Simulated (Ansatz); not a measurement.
**CH3Si+ (triplet): correlated methods under varied settings**

Aim: run CH3Si+ (triplet) at one geometry under a spread of methods and options, and see what each costs and gives.

Method: the settings change from run to run; program: Ansatz 0.2.0, Gaussian basis.

21 further runs of the same task are left out: 1 for a known fault of the program, 8 that didn't finish, 12 set aside as unsound or not needed.

### 1 The system

The geometry is a PBE0/def2-TZVP stationary point (not a proven minimum) of the parent state, kept for this charge and spin.

5 atoms, charge 1, spin multiplicity 3.

Atoms are counted from 1 here; the program's logs count them from 0.

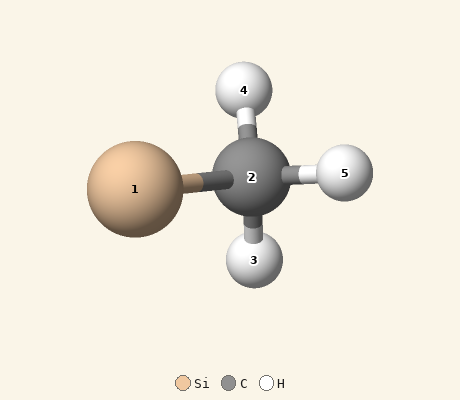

The geometry (silicon light orange, carbon grey, hydrogen white); atoms are numbered from 1 in the order of the file.

### 2 BCCD on UHF/STO-3G

File in.yaml:

```yaml
crystal:
  periodic: [false, false, false]
  atoms:
    - {symbol: Si, position_ang: [-0.001312, 0.000000, 0.686035]}
    - {symbol: C, position_ang: [-0.011727, 0.000000, -1.202731]}
    - {symbol: H, position_ang: [-0.442590, -0.894419, -1.661140]}
    - {symbol: H, position_ang: [-0.442590, 0.894419, -1.661140]}
    - {symbol: H, position_ang: [1.061461, 0.000000, -1.461718]}
basis:
  gaussian: {orbitals: STO-3G}
total_charge: 1
magnetization: {spin_polarized: true, initial_magnetization: 2}
correlation: {method: bccd, electrons: valence}
```

Run with:

```console
> ansatz run in.yaml --threads 1 --pin off --events-out ev --progress --plain --max-ram 2393MiB
```

What it wrote (excerpt; [...] marks lines left out):

```text
Functional definition: HF
  name "HF"
  cite "Fock, Z. Phys. 61, 126 (1930) doi:10.1007/BF01340294"
  parent pbe
[...]
202 factors; integrals over basis functions are off by at most 2.7e-5 eV
[...]
mean field -8828.78790507 eV, -324.4519711438 hartree, gradient 7.9e-7 eV, S^2 2.010167; 7 other end points of the search recorded, 0 dependent functions left out
determinant -8828.78790507 eV, -324.4519711438 hartree, with singles and doubles -8831.33627436 eV, -324.5456219880 hartree
determinant -8828.70307432 eV, -324.4488536713 hartree, with singles and doubles -8831.24751896 eV, -324.5423602874 hartree
determinant -8828.78790507 eV, -324.4519711438 hartree, with singles and doubles -8831.33628135 eV, -324.5456222448 hartree
determinant -8828.70307432 eV, -324.4488536713 hartree, with singles and doubles -8831.24752926 eV, -324.5423606659 hartree
6 core orbitals not correlated: weight in the atoms' cores, before any rotation towards them, 1.000 or more for the frozen orbitals, at most 0.000 for the correlated occupied ones
reference -8828.78790507 eV, -324.4519711438 hartree; 6, 4 occupied and 5, 7 virtual orbitals, 202 factors
second order -1.82476924 eV of doubles, -0.00000000 eV of singles
cycle   1  -2.54678580 eV  change    1.6e-3 eV  update   1.9e-3
[...]
cycle   6  -2.54597150 eV  change   -2.7e-7 eV  update   9.2e-6
Total energy: -8831.33387657 eV, -324.5455338708 hartree
```

Run time: 0.39 s. Hardware: 1 thread of Arm Neoverse V2, shared host.

From the report: ⟨S²⟩ of the determinant 2.010 (pure triplet: 2.00); correlation -2.5460 eV; largest double amplitude 0.09.

### 3 MP2 on ROHF/cc-pVDZ

Edit in.yaml of step 2 so:

```diff
@@ -9,5 +9,6 @@
 basis:
-  gaussian: {orbitals: STO-3G}
+  gaussian: {orbitals: cc-pVDZ}
 total_charge: 1
-magnetization: {spin_polarized: true, initial_magnetization: 2}
-correlation: {method: bccd, electrons: valence}
+magnetization: {spin_polarized: false, initial_magnetization: 2}
+correlation: {method: mp2, electrons: all}
+output: {forces: true}
```

Launched as before.

What it wrote (excerpt; [...] marks lines left out):

```text
Functional definition: HF
  name "HF"
  cite "Fock, Z. Phys. 61, 126 (1930) doi:10.1007/BF01340294"
  parent pbe
[...]
445 factors; integrals over basis functions are off by at most 9.8e-4 eV
[...]
mean field -8929.83912358 eV, -328.1655349292 hartree, gradient 1.8e-6 eV, S^2 2.000000; 6 other end points of the search recorded, 0 dependent functions left out
[...]
reference -8929.83912358 eV, -328.1655349292 hartree; 12, 10 occupied and 35, 37 virtual orbitals, 445 factors
second order -5.26685113 eV of doubles, -0.06030696 eV of singles
[...]
Total energy: -8935.16628167 eV, -328.3613043782 hartree
Atom 0 at    -0.001312     0.000000     0.686035 Å, force    -0.068508     0.000000     0.294382 eV/Å
Atom 1 at    -0.011727     0.000000    -1.202731 Å, force     0.247178    -0.000000    -1.469495 eV/Å
Atom 2 at    -0.442590    -0.894419    -1.661140 Å, force    -0.277444    -0.472518     0.411106 eV/Å
Atom 3 at    -0.442590     0.894419    -1.661140 Å, force    -0.277444     0.472518     0.411106 eV/Å
Atom 4 at     1.061461     0.000000    -1.461718 Å, force     0.376218     0.000000     0.352902 eV/Å
Dipole moment:     0.024866    -0.000000     0.164495 e Å
```

It took 1.4 s on 1 thread of Arm Neoverse V2, shared host.

### 4 HF/6-31G

Edit in.yaml of step 3 so:

```diff
@@ -9,6 +9,8 @@
 basis:
-  gaussian: {orbitals: cc-pVDZ}
+  gaussian: {orbitals: 6-31G}
 total_charge: 1
 magnetization: {spin_polarized: false, initial_magnetization: 2}
-correlation: {method: mp2, electrons: all}
-output: {forces: true}
+hamiltonian: {xc: hf}
+accuracy: high
+scf: {lower_state_search: full}
+output: {orbitals: {seedname: orbitals}}
```

The command is unchanged.

What it wrote (excerpt; [...] marks lines left out):

```text
Functional definition: HF
  name "HF"
  cite "Fock, Z. Phys. 61, 126 (1930) doi:10.1007/BF01340294"
  parent pbe
[...]
673 factors; integrals over basis functions are off by at most 3.4e-9 eV
[...]
mean field -8928.59227753 eV, -328.1197141819 hartree, gradient 2.2e-8 eV, S^2 2.000000; 8 other end points of the search recorded, 0 dependent functions left out
reference -8928.59227753 eV, -328.1197141819 hartree; 12, 10 occupied and 16, 18 virtual orbitals, 673 factors
Total energy: -8928.59227753 eV, -328.1197141819 hartree
```

Wall time 0.54 s (1 thread of Arm Neoverse V2, shared host).

### 5 MP2 on UHF/def2-mTZVP

Edit in.yaml of step 4 so:

```diff
@@ -9,8 +9,7 @@
 basis:
-  gaussian: {orbitals: 6-31G}
+  gaussian: {orbitals: def2-mTZVP}
 total_charge: 1
-magnetization: {spin_polarized: false, initial_magnetization: 2}
-hamiltonian: {xc: hf}
-accuracy: high
-scf: {lower_state_search: full}
-output: {orbitals: {seedname: orbitals}}
+magnetization: {spin_polarized: true, initial_magnetization: 2}
+hamiltonian: {pseudopotentials: {relativity: scalar}}
+correlation: {method: mp2, electrons: outside_noble_gas}
+output: {forces: true}
```

Same command.

What it wrote (excerpt; [...] marks lines left out):

```text
Functional definition: HF
  name "HF"
  cite "Fock, Z. Phys. 61, 126 (1930) doi:10.1007/BF01340294"
  parent pbe
[...]
465 factors; integrals over basis functions are off by at most 1.2e-3 eV
[...]
mean field -8945.31752574 eV, -328.7343557170 hartree, gradient 5.2e-6 eV, S^2 2.014847; 6 other end points of the search recorded, 0 dependent functions left out
6 core orbitals not correlated: weight in the atoms' cores, before any rotation towards them, 1.000 or more for the frozen orbitals, at most 0.000 for the correlated occupied ones
reference -8945.31752574 eV, -328.7343557170 hartree; 6, 4 occupied and 38, 40 virtual orbitals, 465 factors
second order -4.62634571 eV of doubles, -0.00000000 eV of singles
[...]
Total energy: -8949.94387145 eV, -328.9043707859 hartree
Relativity: scalar
Atom 0 at    -0.001312     0.000000     0.686035 Å, force    -0.117708    -0.000000    -0.032480 eV/Å
Atom 1 at    -0.011727     0.000000    -1.202731 Å, force     0.392227    -0.000000    -1.442992 eV/Å
Atom 2 at    -0.442590    -0.894419    -1.661140 Å, force    -0.095617    -0.037655     0.563880 eV/Å
Atom 3 at    -0.442590     0.894419    -1.661140 Å, force    -0.095617     0.037655     0.563880 eV/Å
Atom 4 at     1.061461     0.000000    -1.461718 Å, force    -0.083286    -0.000000     0.347711 eV/Å
Dipole moment:     0.028436    -0.000000     0.195493 e Å
```

Wall time 0.9 s (1 thread of Arm Neoverse V2, shared host).

From the report: ⟨S²⟩ of the determinant 2.015 (pure triplet: 2.00).

### 6 MP2 on UHF/cc-pVDZ

Edit in.yaml of step 5 so:

```diff
@@ -9,7 +9,5 @@
 basis:
-  gaussian: {orbitals: def2-mTZVP}
+  gaussian: {orbitals: cc-pVDZ}
 total_charge: 1
 magnetization: {spin_polarized: true, initial_magnetization: 2}
-hamiltonian: {pseudopotentials: {relativity: scalar}}
 correlation: {method: mp2, electrons: outside_noble_gas}
-output: {forces: true}
```

The command is unchanged.

What it wrote (excerpt; [...] marks lines left out):

```text
Functional definition: HF
  name "HF"
  cite "Fock, Z. Phys. 61, 126 (1930) doi:10.1007/BF01340294"
  parent pbe
[...]
445 factors; integrals over basis functions are off by at most 9.8e-4 eV
[...]
mean field -8929.95639684 eV, -328.1698446418 hartree, gradient 1.8e-6 eV, S^2 2.016004; 6 other end points of the search recorded, 0 dependent functions left out
6 core orbitals not correlated: weight in the atoms' cores, before any rotation towards them, 1.000 or more for the frozen orbitals, at most 0.000 for the correlated occupied ones
reference -8929.95639684 eV, -328.1698446418 hartree; 6, 4 occupied and 35, 37 virtual orbitals, 445 factors
second order -4.96883535 eV of doubles, -0.00000000 eV of singles
Total energy: -8934.92523218 eV, -328.3524459729 hartree
```

It took 0.6 s on 1 thread of Arm Neoverse V2, shared host.

From the report: ⟨S²⟩ of the determinant 2.016 (pure triplet: 2.00).

### 7 MP2 on ROHF/def2-SVP

Edit in.yaml of step 6 so:

```diff
@@ -9,5 +9,5 @@
 basis:
-  gaussian: {orbitals: cc-pVDZ}
+  gaussian: {orbitals: def2-SVP}
 total_charge: 1
-magnetization: {spin_polarized: true, initial_magnetization: 2}
+magnetization: {spin_polarized: false, initial_magnetization: 2}
 correlation: {method: mp2, electrons: outside_noble_gas}
```

Launched as before.

What it wrote (excerpt; [...] marks lines left out):

```text
Functional definition: HF
  name "HF"
  cite "Fock, Z. Phys. 61, 126 (1930) doi:10.1007/BF01340294"
  parent pbe
[...]
470 factors; integrals over basis functions are off by at most 1.1e-3 eV
[...]
mean field -8926.41803553 eV, -328.0398122623 hartree, gradient 3.0e-6 eV, S^2 2.000000; 6 other end points of the search recorded, 0 dependent functions left out
[...]
6 core orbitals not correlated: weight in the atoms' cores, before any rotation towards them, 1.000 or more for the frozen orbitals, at most 0.000 for the correlated occupied ones
reference -8926.41803553 eV, -328.0398122623 hartree; 6, 4 occupied and 35, 37 virtual orbitals, 470 factors
second order -5.02473559 eV of doubles, -0.05587332 eV of singles
Total energy: -8931.49864444 eV, -328.2265211961 hartree
```

It took 0.84 s on 1 thread of Arm Neoverse V2, shared host.

### 8 BCCD(T) on ROHF/cc-pVDZ

Edit in.yaml of step 7 so:

```diff
@@ -9,5 +9,5 @@
 basis:
-  gaussian: {orbitals: def2-SVP}
+  gaussian: {orbitals: cc-pVDZ, point_charges: [{charge: -0.50, position_ang: [4.435, 0.602, -0.517]}]}
 total_charge: 1
 magnetization: {spin_polarized: false, initial_magnetization: 2}
-correlation: {method: mp2, electrons: outside_noble_gas}
+correlation: {method: bccd_t, electrons: outside_noble_gas}
```

Same command.

What it wrote (excerpt; [...] marks lines left out):

```text
Functional definition: HF
  name "HF"
  cite "Fock, Z. Phys. 61, 126 (1930) doi:10.1007/BF01340294"
  parent pbe
[...]
445 factors; integrals over basis functions are off by at most 9.8e-4 eV
[...]
mean field -8931.46011851 eV, -328.2251053942 hartree, gradient 3.6e-6 eV, S^2 2.000000; 6 other end points of the search recorded, 0 dependent functions left out
[...]
determinant -8931.46011851 eV, -328.2251053942 hartree, with singles and doubles -8937.36822495 eV, -328.4422243010 hartree
determinant -8931.30053898 eV, -328.2192409544 hartree, with singles and doubles -8937.20581469 eV, -328.4362558342 hartree
determinant -8931.46011851 eV, -328.2251053942 hartree, with singles and doubles -8937.36859566 eV, -328.4422379245 hartree
determinant -8931.30053898 eV, -328.2192409544 hartree, with singles and doubles -8937.20617511 eV, -328.4362690794 hartree
6 core orbitals not correlated: weight in the atoms' cores, before any rotation towards them, 1.000 or more for the frozen orbitals, at most 0.000 for the correlated occupied ones
reference -8931.46011851 eV, -328.2251053942 hartree; 6, 4 occupied and 35, 37 virtual orbitals, 445 factors
second order -5.03160725 eV of doubles, -0.05969548 eV of singles
cycle   1  -5.91019758 eV  change   -1.7e-3 eV  update   8.5e-3
[...]
cycle   9  -5.90909439 eV  change    2.4e-7 eV  update   7.3e-6
perturbative correction -0.17882130 eV, -0.0065715617 hartree
Total energy: -8937.54803420 eV, -328.4488321692 hartree
```

Run time: 3.4 s. Hardware: 1 thread of Arm Neoverse V2, shared host.

From the report: correlation -6.0879 eV; largest double amplitude 0.06.

### 9 MP2 on ROHF/cc-pVDZ

Edit in.yaml of step 8 so:

```diff
@@ -9,5 +9,6 @@
 basis:
-  gaussian: {orbitals: cc-pVDZ, point_charges: [{charge: -0.50, position_ang: [4.435, 0.602, -0.517]}]}
+  gaussian: {orbitals: cc-pVDZ, fitting: {mean_field: def2-universal-jkfit}}
 total_charge: 1
 magnetization: {spin_polarized: false, initial_magnetization: 2}
-correlation: {method: bccd_t, electrons: outside_noble_gas}
+correlation: {method: mp2, electrons: outside_noble_gas}
+scf: {lower_state_search: off}
```

Same command.

What it wrote (excerpt; [...] marks lines left out):

```text
Functional definition: HF
  name "HF"
  cite "Fock, Z. Phys. 61, 126 (1930) doi:10.1007/BF01340294"
  parent pbe
[...]
257 factors; integrals over basis functions are off by at most 2.5e-1 eV
[...]
mean field -8929.83924783 eV, -328.1655394955 hartree, gradient 3.5e-6 eV, S^2 2.000000; 0 other end points of the search recorded, 0 dependent functions left out
6 core orbitals not correlated: weight in the atoms' cores, before any rotation towards them, 1.000 or more for the frozen orbitals, at most 0.000 for the correlated occupied ones
reference -8929.83924783 eV, -328.1655394955 hartree; 6, 4 occupied and 35, 37 virtual orbitals, 257 factors
second order -5.02821025 eV of doubles, -0.05974714 eV of singles
Total energy: -8934.92720522 eV, -328.3525184808 hartree
Checks for a lower state left out: stability, starts, cluster_reference, orbital_swaps, neighbouring_geometries, increment
```

Run time: 0.12 s. Hardware: 1 thread of Arm Neoverse V2, shared host.

### 10 NEVPT4(SD)(10,7)/6-31G

Edit in.yaml of step 9 so:

```diff
@@ -9,6 +9,5 @@
 basis:
-  gaussian: {orbitals: cc-pVDZ, fitting: {mean_field: def2-universal-jkfit}}
+  gaussian: {orbitals: 6-31G}
 total_charge: 1
 magnetization: {spin_polarized: false, initial_magnetization: 2}
-correlation: {method: mp2, electrons: outside_noble_gas}
-scf: {lower_state_search: off}
+correlation: {method: fic_nevpt4_sd, electrons: valence, active_space: {window: {electrons: 10, orbitals: 7}}}
```

The command is unchanged.

What it wrote:

```text
Functional definition: HF
  name "HF"
  cite "Fock, Z. Phys. 61, 126 (1930) doi:10.1007/BF01340294"
  parent pbe
  exchange = exact_x
  correlation = 0
363 factors; integrals over basis functions are off by at most 2.2e-4 eV
mean field evaluation 1: about -8925.5087 eV, gradient 2.9e1 eV
mean field evaluation 2: about -8925.5083 eV, gradient 2.9e1 eV
mean field evaluation 4: about -8928.5139 eV, gradient 1.8e0 eV
mean field evaluation 8: about -8928.5922 eV, gradient 9.7e-3 eV
mean field evaluation 16: about -8928.5229 eV, gradient 5.6e-4 eV
mean field evaluation 32: about -8928.5914 eV, gradient 3.9e-1 eV
mean field -8928.59220567 eV, -328.1197115411 hartree, gradient 7.4e-7 eV, S^2 2.000000; 6 other end points of the search recorded, 0 dependent functions left out
reference -8928.59220567 eV, -328.1197115411 hartree; 12, 10 occupied and 16, 18 virtual orbitals, 363 factors
state -8929.10878062 eV, -328.1386953205 hartree
state -8929.10878062 eV, -328.1386953205 hartree; corrected -8932.15686661 eV, -328.2507104146 hartree
Total energy: -8932.15686661 eV, -328.2507104146 hartree
```

Wall time 1.8 s (1 thread of Arm Neoverse V2, shared host).

From the report: 220 determinants; active occupations 2.00, 2.00, 2.00, 1.97, 1.00, 1.00, 0.03.

### 11 The runs in one table

Where basis and cores are those of an earlier UCCSDT(Q)/cc-pVDZ run (-8935.9630 eV), and the state is the same kind, the miss against it is given.

| level | correlated | functions | energy (eV) | from UCCSDT(Q) (meV) | time |
| --- | --- | --- | --- | --- | --- |
| BCCD on UHF/STO-3G | valence | 17 | -8831.3339 |  | 0.39 s |
| MP2 on ROHF/cc-pVDZ | all | 47 | -8935.1663 |  | 1.4 s |
| HF/6-31G |  | 28 | -8928.5923 |  | 0.54 s |
| MP2 on UHF/def2-mTZVP (relativity set) | outside noble gas | 50 | -8949.9439 |  | 0.9 s |
| MP2 on UHF/cc-pVDZ | outside noble gas | 47 | -8934.9252 | 1037.8 | 0.6 s |
| MP2 on ROHF/def2-SVP | outside noble gas | 47 | -8931.4986 |  | 0.84 s |
| BCCD(T) on ROHF/cc-pVDZ (beside a point charge) | outside noble gas | 47 | -8937.5480 |  | 3.4 s |
| MP2 on ROHF/cc-pVDZ | outside noble gas | 47 | -8934.9272 | 1035.8 | 0.12 s |
| NEVPT4(SD)(10,7)/6-31G | valence | 28 | -8932.1569 |  | 1.8 s |

### 12 Summary of results

```
quantity                                                   value
    runs                                                       9
quickest                             MP2 on ROHF/cc-pVDZ, 0.12 s
 slowest  BCCD(T) on ROHF/cc-pVDZ (beside a point charge), 3.4 s
```

Total energies in different bases, with other cores or another treatment of relativity can't be set against each other. BCCD(T) on ROHF/cc-pVDZ (beside a point charge) took 29 times as long as MP2 on ROHF/cc-pVDZ; the jobs differ in more than the method. Among the correlated runs with a miss given, it spans +1036 to +1038 meV.
